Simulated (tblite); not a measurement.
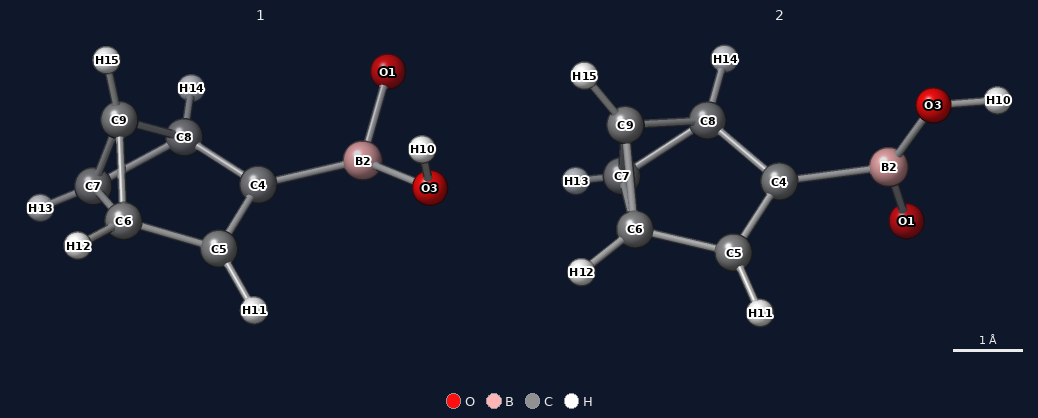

Two geometries of C6H6BO2 (multiplicity 2), drawn at one scale. One is the start of a relaxation, the other its converged end. The picture is a ball-and-stick view, seen from a free direction.

All numbers below come from tblite, GFN2-xTB geometry optimisation, gas phase. 

Which one is relaxed?

Answer. Structure 2 is the relaxed one. O1 moves most after the best rigid fit: 2.18 Å. By element the largest moves are O 2.18 Å, H 1.48 Å, C 0.53 Å, B 0.28 Å. Near-neighbour distances that change, for instance: O1–B2 1.489 → 1.272 Å, B2–O3 1.489 → 1.357 Å, C7–C9 1.381 → 1.450 Å, B2–C4 1.565 → 1.620 Å. Among the angles between lasting bonds that change: O1–B2–O3 111.7° → 138.6°, O1–B2–C4 118.1° → 102.5°, C7–C9–H15 150.3° → 138.0°. Over 128 geometry steps the energy falls by 57.7 kcal/mol.
